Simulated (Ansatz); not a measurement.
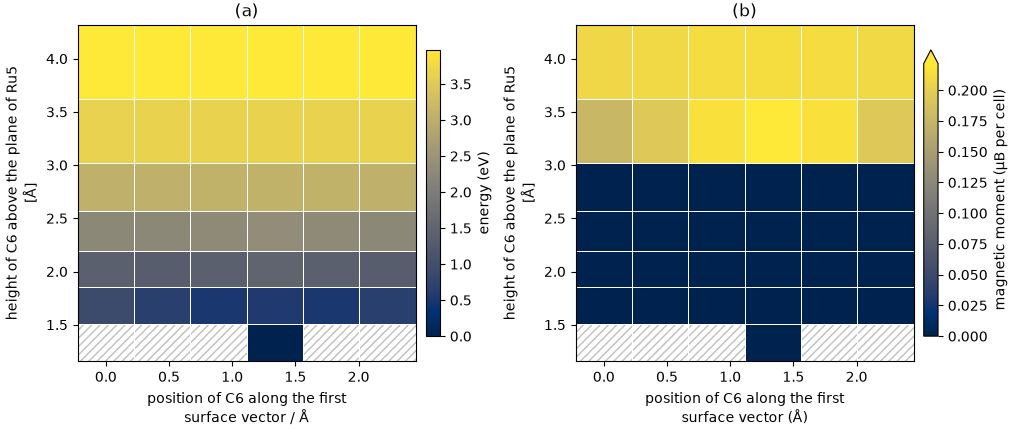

C on a Ru(001) slab cut from the P6_3/mmc phase, its upper half relaxed before the scan (5 atoms of substrate and one adsorbate in a 1 × 1 cell). 
- C is moved along a line over the surface and along the normal, above a rigid substrate.
- First axis: position of C6 along the first surface vector, from above Ru5. Second axis: height of C6 above the plane of Ru5.
- Grid: 6 × 7 points; 25 points were computed and 12 follow by symmetry. At 5 points there is no value (left out of the scan, as a rule where atoms come close).
- Points are written as (first, second).
- All energies are given in eV relative to the lowest grid point.
- These are results of Ansatz, DFT LDA, scalar-relativistic, plane waves, PAW, not measurements. Settings: cutoff 420 eV, k-mesh 12×12×1, gaussian smearing 0.1 eV, spin-polarised.

Panel (a) is the energy; panel (b) is the computed magnetic moment, in μB per cell.

The picture shows one coloured cell a grid point, hatched blanks where no value was computed.

How does the magnetic moment vary over the map, and what is it at the lowest grid point?

Leaving out the highest fifth of the energies, it runs from 0.00 μB per cell at (0.00 Å, 1.68 Å) [nearest 1 Ru at 1.68 Å] to 0.22 μB per cell at (0.89 Å, 3.27 Å) [nearest 1 Ru at 3.39 Å]. At the lowest grid point, (1.34 Å, 1.33 Å) [nearest 2 Ru at 1.89 Å], it is 0.00 μB per cell. That point lies on the edge of the scan.

PAW datasets: the set soft_1.
